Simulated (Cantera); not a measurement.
A closed system holds: 1 mol Si2Cl6, 1.5 mol HCl, 150 mol N2, at 0.440 bar.

Method: chemical equilibrium by Gibbs-energy minimisation in Cantera with the NASA 1993 tables (ideal gas, pure condensed phases). Candidate condensed phases: NH4Cl, Si, Si3N4; 28 gas species. The feed counts by its element totals alone. N2 is the only nitrogen source here; it is nearly inert below about 1500 K, so the nitride shown seldom forms there in practice. The tables' values for SiCl3 are old estimates; treat these amounts as uncertain. The numbers say what is thermodynamically allowed, not how fast it happens.

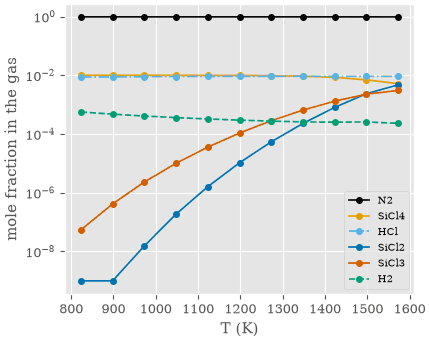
Figure. Equilibrium gas composition (values under 1e-9 drawn at 1e-9)

### Question
Read off the mole fractions at 1123 K.

### Answer
N2 about 0.98, SiCl4 about 0.0100, HCl about 0.0092, H2 about 0.00033, SiCl3 about 3.6e-5, SiCl2 about 1.6e-6.
